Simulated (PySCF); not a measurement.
# CH4OSSi (SMILES CS[Si]O): a chain of runs

Aim: a transition-state search (N12-SX/pcseg-0), then a single-point energy, then a single-point energy (MP2/def2-SVP), then the energy of CH4OSSi. The job is set up through a Python script.

The results are computed with PySCF 2.14.0.

2 further runs of the same task are left out: 2 for a faulty analytic Hessian.

## Step 1: Starting point

CH4OSSi: 8 atoms, total charge 0, spin state singlet. SMILES: `CS[Si]O`. The run starts from this shape.

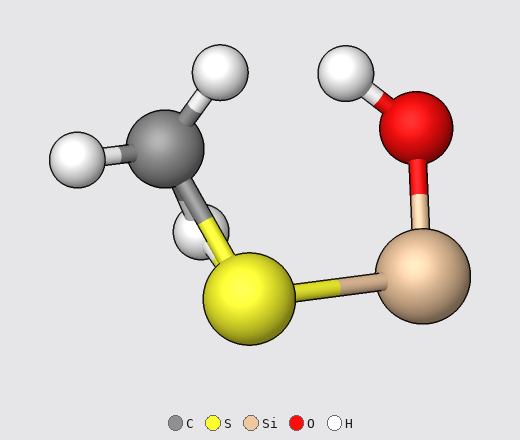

Viewed from a chosen angle; carbon grey, sulfur yellow, silicon light orange, oxygen red, hydrogen white.

## Step 2: A transition-state search at N12-SX/pcseg-0 (density fitting with cc-pvdz-jkfit) (run 1)

Contents of geometry.xyz:

```xyz
8
CH4OSSi
C      0.724400     0.538800    -0.590400
S     -0.196900    -0.844100    -1.315700
Si    -1.496600    -1.621200     0.224800
O     -1.178800    -0.661400     1.529900
H      0.651312    -0.740949    -0.323659
H      1.381900     0.933200    -1.364100
H      0.052500     1.338200    -0.274000
H     -0.536700     0.052800     1.488400
```

Contents of job.py:

```python
from pyscf import gto, dft
from pyscf.geomopt.geometric_solver import kernel as optimise

mol = gto.M(
    atom='geometry.xyz',
    verbose=3,
    max_memory=1860,
    basis='pcseg-0',
    charge=0,
)

ks = dft.RKS(mol)
ks.xc = 'n12-sx'
ks = ks.density_fit(auxbasis='cc-pvdz-jkfit')
converged, mol_eq = optimise(ks, maxsteps=60, transition=True, hessian=True)
print('converged:', converged)
print(mol_eq.tostring())

ks.reset(mol_eq)
mol = mol_eq
ks.kernel()
e_tot = ks.e_tot
print(f'total energy: {e_tot:.8f} hartree')
```

On the command line:

```sh
OMP_NUM_THREADS=1 python job.py
```

Output:

```text
converged SCF energy = -802.012242074737

maxiter                   60
transition                True
----------------------------------------------------------
 Transition state optimization requested.
Custom engine selected.
Requested bond order-based connectivity but it is not available in the current engine
Bonds will be generated from interatomic distances less than 1.20 times sum of covalent radii
24 internal coordinates being used (instead of 24 Cartesians)
Internal coordinate system (atoms numbered from 1):
Distance 1-2
Distance 1-6
Distance 1-7
Distance 2-3
Distance 2-5
Distance 3-4
Distance 4-8
Angle 2-1-6
Angle 2-1-7
Angle 6-1-7
Angle 1-2-3
Angle 1-2-5
Angle 3-2-5
Angle 2-3-4
Angle 3-4-8
Dihedral 6-1-2-3
Dihedral 6-1-2-5
Dihedral 7-1-2-3
Dihedral 7-1-2-5
Dihedral 1-2-3-4
Dihedral 5-2-3-4
Dihedral 2-3-4-8
Translation-X 1-8
Translation-Y 1-8
Translation-Z 1-8
Rotation-A 1-8
Rotation-B 1-8
Rotation-C 1-8
> ===== Optimization Info: ====
[... 3 lines left out ...]
> Convergence Criteria:
[... 39 lines left out ...]
Free energy contributions calculated at @ 300.00 K:
[... 65 lines left out ...]
converged SCF energy = -802.016645962113
[... 131 lines left out ...]
converged SCF energy = -802.039153105831
[... 131 lines left out ...]
converged SCF energy = -802.067237646638
[... 131 lines left out ...]
converged SCF energy = -802.079349089815
[... 131 lines left out ...]
converged SCF energy = -802.085426907158
[... 132 lines left out ...]
converged SCF energy = -802.086277145509
[... 112 lines left out ...]
converged SCF energy = -802.086285092655
[... 131 lines left out ...]
converged SCF energy = -802.086246796819
[... 110 lines left out ...]
converged SCF energy = -802.086274188646
[... 123 lines left out ...]
Converged! =D
[... 1 line left out ...]
converged: True
C           0.53554976        0.55657476       -0.32415938
S          -0.27015202       -0.94594685       -1.63089255
Si         -1.74609025       -1.56420735        0.60973259
[... 4 lines of this table left out ...]
H           0.10815433        0.20530298        0.84872250
converged SCF energy = -802.086282817778
total energy: -802.08628282 hartree
```

Run time: 5.4 min. Hardware: 1 thread of Arm Neoverse V2, shared host; peak memory 0.76 GiB.

Step by step:

| step | energy from the first frame kept (eV) | largest force (eV/Å) |
| --- | --- | --- |
| 0 | 0.0000 | 10.1768 |
| 3 | -0.1198 | 9.0907 |
| 6 | -0.3959 | 6.6789 |
| 9 | -0.7323 | 4.5187 |
| 12 | -1.2353 | 2.4412 |
| 15 | -1.4965 | 1.3058 |
| 18 | -1.7148 | 0.5686 |
| 21 | -1.8261 | 0.7265 |
| 24 | -1.9277 | 0.6015 |
| 27 | -1.9915 | 0.3811 |
| 30 | -2.0103 | 0.2892 |
| 33 | -2.0146 | 0.2015 |
| 36 | -2.0148 | 0.2334 |
| 39 | -2.0148 | 0.2043 |
| 42 | -2.0145 | 0.1514 |
| 45 | -2.0138 | 0.0558 |
| 48 | -2.0144 | 0.0280 |
| 51 | -2.0147 | 0.0093 |
| 54 | -2.0148 | 0.0048 |

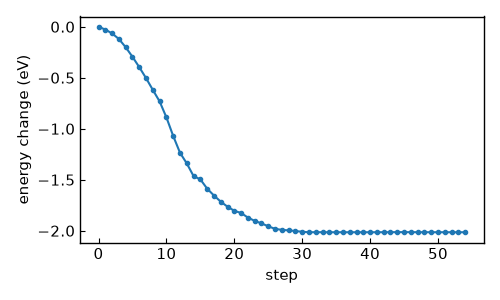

Energy along the run.

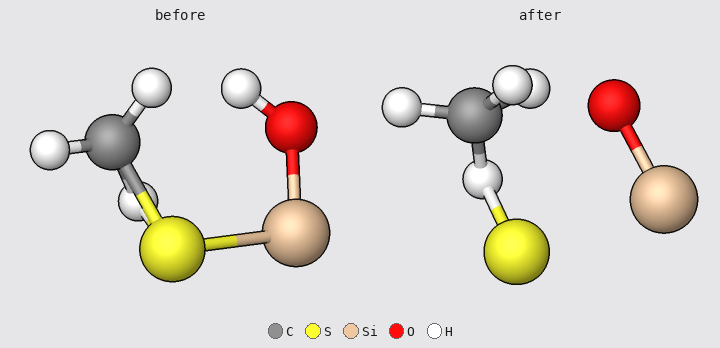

Before and after, at one scale.

After the run. Bond lengths: C1–S2 2.148 Å, Si3–O4 1.609 Å, C1–H5 1.211 Å, C1–H6 1.086 Å, C1–H7 1.086 Å. Angles: S2–C1–H5 50.1°, S2–C1–H6 111.7°, S2–C1–H7 95.5°, H5–C1–H6 104.3°, H5–C1–H7 137.4°, H6–C1–H7 112.8°. A long bond or contact: O4–H8 1.370 Å.

## Step 3: A single-point energy at N12-SX/pcseg-0 (density fitting with cc-pvdz-jkfit) (run 4)

Contents of start.xyz:

```xyz
8

C      0.724400     0.538800    -0.590400
S     -0.196900    -0.844100    -1.315700
Si    -1.496600    -1.621200     0.224800
O     -1.178800    -0.661400     1.529900
H      1.342300     0.206500     0.245200
H      1.381900     0.933200    -1.364100
H      0.052500     1.338200    -0.274000
H     -0.536700     0.052800     1.488400
```

Contents of job.py:

```python
from pyscf import gto, dft

molecule = gto.M(
    atom='start.xyz',
    max_memory=1860,
    charge=0,
    basis='pcseg-0',
    verbose=3,
)

ks = dft.RKS(molecule, xc='n12-sx')
ks = ks.density_fit(auxbasis='cc-pvdz-jkfit')
ks.kernel()

e_tot = ks.e_tot
print('E(%s) = %.9f' % ('N12-SX', e_tot))
```

On the command line:

```sh
OMP_NUM_THREADS=1 python job.py
```

Output:

```text
converged SCF energy = -802.202979445891
E(N12-SX) = -802.202979446
```

Run time: 5.1 s. Hardware: 1 thread of Arm Neoverse V2, shared host; peak memory 0.28 GiB.

## Step 4: The energy at MP2/def2-SVP (density fitting with aug-cc-pvtz-jkfit) (run 5)

Contents of input.py:

```python
from pyscf import gto, scf, mp

mol = gto.M(
    atom=[
    ('C', (0.535550, 0.556575, -0.324159)),
    ('S', (-0.270152, -0.945947, -1.630893)),
    ('Si', (-1.746090, -1.564207, 0.609733)),
    ('O', (-0.876306, -0.518225, 1.469216)),
    ('H', (0.652202, -0.648592, -0.287524)),
    ('H', (1.503499, 0.909670, -0.665875)),
    ('H', (-0.258564, 1.278361, -0.492390)),
    ('H', (0.108154, 0.205303, 0.848722)),
],
    verbose=4,
    charge=0,
    max_memory=1860,
    basis='def2-svp',
)

mf = scf.RHF(mol)
mf = mf.density_fit(auxbasis='aug-cc-pvtz-jkfit')
mf.kernel()

pt = mp.MP2(mf, frozen=12).run()
e_tot = pt.e_tot
print('Final energy', e_tot)
dip = mf.dip_moment()
pop, q = mf.mulliken_pop()
```

On the command line:

```sh
OMP_NUM_THREADS=1 python input.py
```

Output:

```text
PySCF version 2.14.0

[... 69 lines left out ...]
converged SCF energy = -801.06571702429
[... 8 lines left out ...]
Final energy -801.6475842448351
Dipole moment(X, Y, Z, Debye): -0.25895,  0.02754, -0.04486
[... 54 lines left out ...]
pop of  3 O 2px           0.91004
pop of  3 O 2py           0.91075
pop of  3 O 2pz           0.95448
pop of  3 O 3px           0.69765
pop of  3 O 3py           0.69204
pop of  3 O 3pz           0.75027
pop of  3 O 3dxy          0.00116
pop of  3 O 3dyz          0.00214
pop of  3 O 3dz^2         0.00148
pop of  3 O 3dxz          0.00191
pop of  3 O 3dx2-y2       0.00116
pop of  4 H 1s            0.64540
pop of  4 H 2s            0.09757
pop of  4 H 2px           0.01026
pop of  4 H 2py           0.02226
pop of  4 H 2pz           0.02326
pop of  5 H 1s            0.73488
pop of  5 H 2s            0.13108
pop of  5 H 2px           0.01616
pop of  5 H 2py           0.00480
pop of  5 H 2pz           0.00508
pop of  6 H 1s            0.71549
pop of  6 H 2s            0.10770
pop of  6 H 2px           0.01207
pop of  6 H 2py           0.00999
pop of  6 H 2pz           0.00653
pop of  7 H 1s            0.53276
pop of  7 H 2s            0.09419
pop of  7 H 2px           0.01972
pop of  7 H 2py           0.01133
pop of  7 H 2pz           0.02473
 ** Mulliken atomic charges  **
charge of    0C =     -0.35722
charge of    1S =     -0.35809
charge of    2Si =      0.69722
charge of    3O =     -0.75667
charge of    4H =      0.20126
charge of    5H =      0.10800
charge of    6H =      0.14823
charge of    7H =      0.31727
```

It took 1.6 s on 1 thread of Arm Neoverse V2, shared host; peak memory 0.14 GiB.

## Step 5: A single-point energy at MP2/def2-SVP (density fitting with aug-cc-pvtz-jkfit) (run 6)

Contents of calc.py:

```python
# CS[Si]O
from pyscf import gto, scf, mp

molecule = gto.M(
    atom=[
    ('C', (0.724400, 0.538800, -0.590400)),
    ('S', (-0.196900, -0.844100, -1.315700)),
    ('Si', (-1.496600, -1.621200, 0.224800)),
    ('O', (-1.178800, -0.661400, 1.529900)),
    ('H', (1.342300, 0.206500, 0.245200)),
    ('H', (1.381900, 0.933200, -1.364100)),
    ('H', (0.052500, 1.338200, -0.274000)),
    ('H', (-0.536700, 0.052800, 1.488400)),
],
    max_memory=1860,
    basis='def2-svp',
    spin=0,
    verbose=4,
)

mf = scf.RHF(molecule)
mf = mf.density_fit(auxbasis='aug-cc-pvtz-jkfit')
mf.kernel()

pt = mp.MP2(mf, frozen=12).run()
e_tot = pt.e_tot
print(f'total energy: {e_tot:.8f} hartree')
dip = mf.dip_moment()
pop, q = mf.mulliken_pop()
```

On the command line:

```sh
OMP_NUM_THREADS=1 python calc.py
```

Output:

```text
PySCF version 2.14.0

[... 65 lines left out ...]
converged SCF energy = -801.247810080836
[... 8 lines left out ...]
total energy: -801.78997507 hartree
Dipole moment(X, Y, Z, Debye):  1.71704,  2.24553,  0.62354
[... 54 lines left out ...]
pop of  3 O 2px           0.94547
pop of  3 O 2py           0.90185
pop of  3 O 2pz           1.00662
pop of  3 O 3px           0.67322
pop of  3 O 3py           0.58153
pop of  3 O 3pz           0.71485
pop of  3 O 3dxy          0.00261
pop of  3 O 3dyz          0.00186
pop of  3 O 3dz^2         0.00278
pop of  3 O 3dxz          0.00130
pop of  3 O 3dx2-y2       0.00010
pop of  4 H 1s            0.75120
pop of  4 H 2s            0.15051
pop of  4 H 2px           0.00881
pop of  4 H 2py           0.00485
pop of  4 H 2pz           0.01191
pop of  5 H 1s            0.74159
pop of  5 H 2s            0.13964
pop of  5 H 2px           0.00915
pop of  5 H 2py           0.00529
pop of  5 H 2pz           0.01135
pop of  6 H 1s            0.75116
pop of  6 H 2s            0.15052
pop of  6 H 2px           0.00921
pop of  6 H 2py           0.01153
pop of  6 H 2pz           0.00482
pop of  7 H 1s            0.65734
pop of  7 H 2s            0.05241
pop of  7 H 2px           0.02676
pop of  7 H 2py           0.02915
pop of  7 H 2pz           0.01559
 ** Mulliken atomic charges  **
charge of    0C =     -0.14335
charge of    1S =     -0.38886
charge of    2Si =      0.63161
charge of    3O =     -0.55661
charge of    4H =      0.07272
charge of    5H =      0.09298
charge of    6H =      0.07277
charge of    7H =      0.21874
```

Wall time 1.4 s (1 thread of Arm Neoverse V2, shared host); peak memory 0.14 GiB.

## Step 6: What came out

| quantity | value |
| --- | --- |
| run 1, N12-SX/pcseg-0: total energy at the end | -802.08628 Eh |
| run 1, N12-SX/pcseg-0: dipole moment | 0.73 D |
| run 1, N12-SX/pcseg-0: HOMO energy | -6.75 eV |
| run 1, N12-SX/pcseg-0: LUMO energy | -2.38 eV |
| run 1, N12-SX/pcseg-0: HOMO–LUMO gap | 4.37 eV |
| run 4, N12-SX/pcseg-0: total energy | -802.20298 Eh |
| run 4, N12-SX/pcseg-0: dipole moment | 3.33 D |
| run 4, N12-SX/pcseg-0: HOMO energy | -6.52 eV |
| run 4, N12-SX/pcseg-0: LUMO energy | -2.04 eV |
| run 4, N12-SX/pcseg-0: HOMO–LUMO gap | 4.48 eV |
| run 5, MP2/def2-SVP: total energy | -801.64758 Eh |
| run 5, MP2/def2-SVP: dipole moment (Hartree–Fock density) | 0.26 D |
| run 5, MP2/def2-SVP: HOMO energy (Hartree–Fock orbitals) | -9.55 eV |
| run 5, MP2/def2-SVP: LUMO energy (Hartree–Fock orbitals) | 1.38 eV |
| run 5, MP2/def2-SVP: HOMO–LUMO gap (Hartree–Fock orbitals) | 10.94 eV |
| run 5, MP2/def2-SVP: correlation energy (12 core orbitals frozen) | -581.9 mEh |
| run 6, MP2/def2-SVP: total energy | -801.78998 Eh |
| run 6, MP2/def2-SVP: dipole moment (Hartree–Fock density) | 2.89 D |
| run 6, MP2/def2-SVP: HOMO energy (Hartree–Fock orbitals) | -9.18 eV |
| run 6, MP2/def2-SVP: LUMO energy (Hartree–Fock orbitals) | 1.78 eV |
| run 6, MP2/def2-SVP: HOMO–LUMO gap (Hartree–Fock orbitals) | 10.96 eV |
| run 6, MP2/def2-SVP: correlation energy (12 core orbitals frozen) | -542.2 mEh |

**Reading.** Mulliken charges (run 1, N12-SX/pcseg-0) run from -1.05 on C1 to +0.70 on Si3; they depend strongly on the basis. Mulliken charges (run 4, N12-SX/pcseg-0) run from -0.92 on C1 to +0.77 on Si3.
